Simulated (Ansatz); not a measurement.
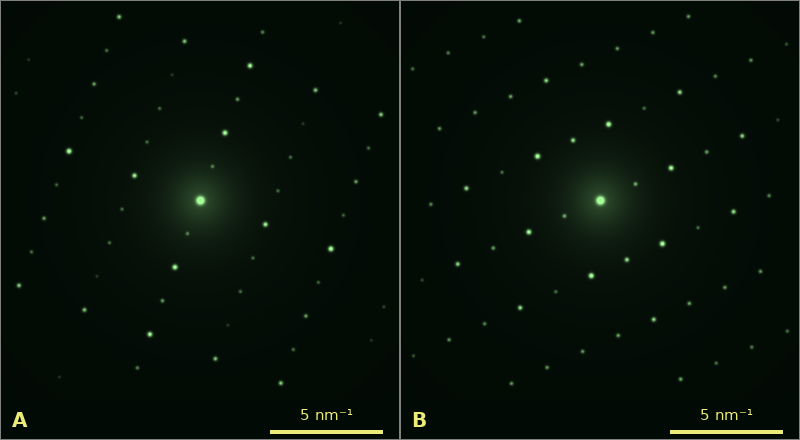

Kinematic electron diffraction patterns (200 kV, B = 0.5 Å², same scale, each along a low-index zone) of two structures of composition Si3Br2, each relaxed at zero pressure with Ansatz, DFT PBE, scalar-relativistic, plane waves, PAW.

The structures (standard cells):
1. Fmm2 (No. 42), a = 6.404 Å, b = 6.785 Å, c = 11.395 Å, 20 atoms; generated start, possibly hypothetical
2. P4/mbm (No. 127), a = 8.771 Å, c = 3.181 Å, 10 atoms; generated start, possibly hypothetical

Which pattern belongs to which structure, and along which zone?

Answer. A is structure 2 along [110] or an equivalent direction: rectangular net of 1 -1 0 at d = 6.20 Å and 0 0 1 at d = 3.18 Å, 90.0° apart (some points of this net are extinct or too weak to see). B is structure 1 along [100]: rectangular net of 0 0 2 at d = 5.70 Å and 0 2 0 at d = 3.39 Å, 90.0° apart.

Which structure lies lowest at this level of theory, and by how much?

Answer. Structure 1 (Fmm2, 24.76 Å³ an atom) is the lowest of these; structure 2 (P4/mbm, 24.47 Å³ an atom) lies about 340 meV an atom higher. These are static energies at 0 K; other structures, not shown, may lie lower still.
